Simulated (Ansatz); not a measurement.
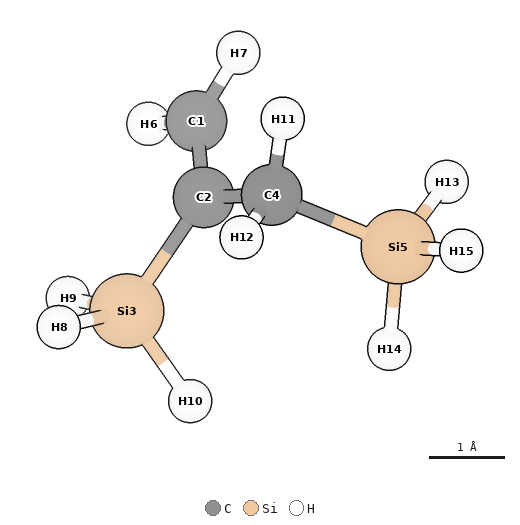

The structure (ball-and-stick view, seen at a tilt; atoms are numbered from 1 in the order of the input). Bond lengths as drawn: C–C 1.33 to 1.50 Å, C–H 1.08 to 1.10 Å, C–Si 1.87 to 1.89 Å and H–Si 1.49 Å.

## Two runs on C3H10Si2

System: C3H10Si2, SMILES C=C([SiH3])C[SiH3].
Method of run A: RKS PBE0-D4/def2-TZVPP (Ansatz 0.2.0).

The geometry comes from this level: PBE0-D4/def2-TZVP. Text and figures count atoms from 1; the logs count them from 0 in places.

**Input, run A**
```yaml
crystal:
  periodic: [false, false, false]
  atoms:
    - {symbol: C, position_ang: [-0.132171, 0.057971, 1.894380]}
    - {symbol: C, position_ang: [-0.390154, -0.193659, 0.609699]}
    - {symbol: Si, position_ang: [-1.994273, 0.417477, -0.132683]}
    - {symbol: C, position_ang: [0.567519, -0.952443, -0.261663]}
    - {symbol: Si, position_ang: [1.769859, 0.207271, -1.140359]}
    - {symbol: H, position_ang: [-0.816292, 0.625592, 2.515676]}
    - {symbol: H, position_ang: [0.776429, -0.298155, 2.376619]}
    - {symbol: H, position_ang: [-2.798786, -0.742110, -0.609000]}
    - {symbol: H, position_ang: [-2.761212, 1.169616, 0.893314]}
    - {symbol: H, position_ang: [-1.744794, 1.293965, -1.309235]}
    - {symbol: H, position_ang: [1.165718, -1.653205, 0.331045]}
    - {symbol: H, position_ang: [0.044115, -1.542193, -1.021630]}
    - {symbol: H, position_ang: [2.625468, 0.882610, -0.129881]}
    - {symbol: H, position_ang: [1.031093, 1.240081, -1.912554]}
    - {symbol: H, position_ang: [2.635781, -0.563519, -2.074328]}
basis:
  gaussian: {orbitals: def2-TZVPP}
hamiltonian: {xc: pbe0, dispersion: d4}
output: {orbitals: {seedname: orbitals}}
```

Hardware: 4 CPU threads, shared host.

**Output (run A)**
```
Functional definition: PBE0
  parameter a = 0.25
  parameter kappa = 0.804
  parameter beta = 0.06672455060314922
  exchange = (1 - a)*pbe_x(kappa = kappa, mu = beta*pi^2/3) + a*exact_x
  correlation = pbe_c(beta = beta)
1712 factors; their error is unknown
mean field evaluation 1: about -19011.3132 eV, gradient 5.8e1 eV
mean field evaluation 2: about -19004.7580 eV, gradient 7.4e1 eV
mean field evaluation 4: about -19019.2683 eV, gradient 6.3e0 eV
mean field evaluation 8: about -19019.3571 eV, gradient 3.2e-1 eV
mean field evaluation 16: about -19019.3857 eV, gradient 9.3e-5 eV
mean field -19019.38565372 eV, -698.9495309716 hartree, gradient 2.8e-5 eV, S^2 0.000000; 0 other end points of the search recorded, 0 dependent functions left out
reference -19019.38569323 eV, -698.9495324234 hartree; 28, 28 occupied and 289, 289 virtual orbitals, 1712 factors
Total energy: -19019.70540510 eV, -698.9612816182 hartree
```

The input of run B differs as follows (lines with − go, lines with + come):
```diff
-  gaussian: {orbitals: def2-TZVPP}
+  gaussian: {orbitals: def2-SVP}
```

What does this change do to the results?

The total energy of run B is 208.1 kcal/mol higher, which measures the change of basis and not a stability. The LUMO goes from −0.45 to −0.28 eV. The basis functions go from 317 to 128.

**Output (run B)**
```
Functional definition: PBE0
  parameter a = 0.25
  parameter kappa = 0.804
  parameter beta = 0.06672455060314922
  exchange = (1 - a)*pbe_x(kappa = kappa, mu = beta*pi^2/3) + a*exact_x
  correlation = pbe_c(beta = beta)
1446 factors; their error is unknown
mean field evaluation 1: about -19004.7274 eV, gradient 4.6e1 eV
mean field evaluation 2: about -19001.9882 eV, gradient 5.5e1 eV
mean field evaluation 4: about -19010.2459 eV, gradient 3.6e0 eV
mean field evaluation 8: about -19010.2766 eV, gradient 3.9e-2 eV
mean field evaluation 16: about -19010.3614 eV, gradient 6.3e-5 eV
mean field -19010.36142965 eV, -698.6178968538 hartree, gradient 6.3e-5 eV, S^2 0.000000; 0 other end points of the search recorded, 0 dependent functions left out
reference -19010.36146175 eV, -698.6178980337 hartree; 28, 28 occupied and 100, 100 virtual orbitals, 1446 factors
Total energy: -19010.68117363 eV, -698.6296472284 hartree
```

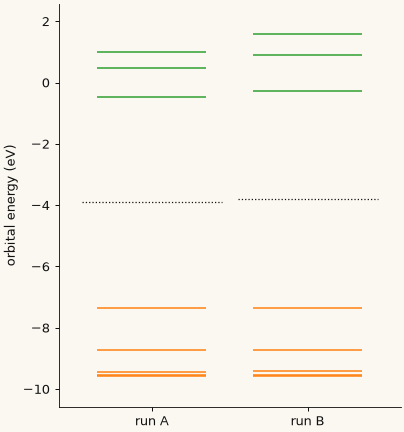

The five highest filled and three lowest empty orbital energies of the two runs; the dotted lines part filled from empty levels. The HOMO–LUMO gap is 6.91 eV in run A and 7.06 eV in run B.

**The two runs side by side**

```csv
quantity,run A,run B
outcome,converged,converged
total energy (hartree),−698.961282,−698.629647
HOMO (eV),−7.37,−7.34
LUMO (eV),−0.45,−0.28
basis functions,317,128
wall time (shared host),7.5 s,1.2 s
```
